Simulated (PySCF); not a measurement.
# SiSe+: from the state search to spectroscopic constants

One job finds the state of SiSe+, follows it along the bond with each method and fits the curves.

Method: Si 6-31G(d,p), Se 6-31G(d,p), no relativity; program: PySCF 2.14.0.

### Step 1. The job

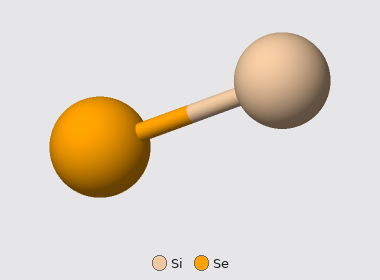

The two atoms at the starting distance (silicon light orange, selenium orange).

Settings of the job:

| Item | Value |
| --- | --- |
| atoms | Si, Se |
| charge | 1 |
| basis | Si 6-31G(d,p), Se 6-31G(d,p) |
| Hamiltonian | no relativity |
| basis functions | 50 |
| electrons treated | 47 |
| masses in u | 27.9769, 79.9165 |
| levels | PBE0, PBE, r²SCAN, M06-L, B3LYP, r²SCANh, CAM-B3LYP, HF, MP2, SCS-MP2, CCSD, CCSD(T) |
| grid | 80 radial by 434 angular points |
| occupations | held fixed by the projection of orbital angular momentum |
| dissociation limit | Si+ + Se, each in its ground configuration |
| starting distance in angstrom | 2.330 |
| values of 2S to try | 1, 3 |

The run is started by

```sh
$ OMP_NUM_THREADS=1 python dia.py task.json out
```

The runs that follow: First curve: PBE0; Higher solutions at PBE0; PBE (GGA); r²SCAN; M06-L (meta-GGA); B3LYP (global hybrid GGA); r²SCANh; CAM-B3LYP (range-separated hybrid); UHF; MP2 and coupled cluster.

**Question.** What will these runs give? Wanted: for each run, Re; ωe; De; μ.

As calculated:

Lowest PBE0 solution found, without spin–orbit coupling: ²Π (doublet), unpaired electrons π ↑. State 2 has its PBE0 minimum 0.23 eV higher. State 3 has its PBE0 minimum 2.40 eV higher. The other levels ran on the lowest alone.

```tsv
level	Re (Å)	ωe (cm⁻¹)	De (eV)	μ (D)
UHF	2.197	491	2.05	-4.84
UHF-MP2	2.208	482	3.18	n/a
UHF-SCS-MP2	2.211	478	3.09	n/a
UHF-CCSD	2.214	472	3.08	n/a
UHF-CCSD(T)	2.224	458	3.24	n/a
PBE	2.243	443	4.01	-4.08
r²SCAN	2.221	461	3.84	-4.11
M06-L	2.211	464	3.92	-3.84
r²SCANh	2.213	469	3.73	-4.17
B3LYP	2.232	453	3.64	-4.32
PBE0	2.212	471	3.71	-4.23
CAM-B3LYP	2.204	479	3.49	-4.39
```

De is counted to Si+ + Se in their ground configurations. A positive dipole points from Si to Se; in an ion it is taken about the centre of mass and does not tell which atom is negative.

In words: Bond lengths run from 2.197 Å (UHF) to 2.243 Å (PBE). Among the levels with a De in the table, it runs from 2.05 eV (UHF) to 4.01 eV (PBE).

Correlated steps freeze 14 core orbitals. T1 is 0.020 near the minimum (highest on the curve 0.085), which may point to more than one leading configuration.
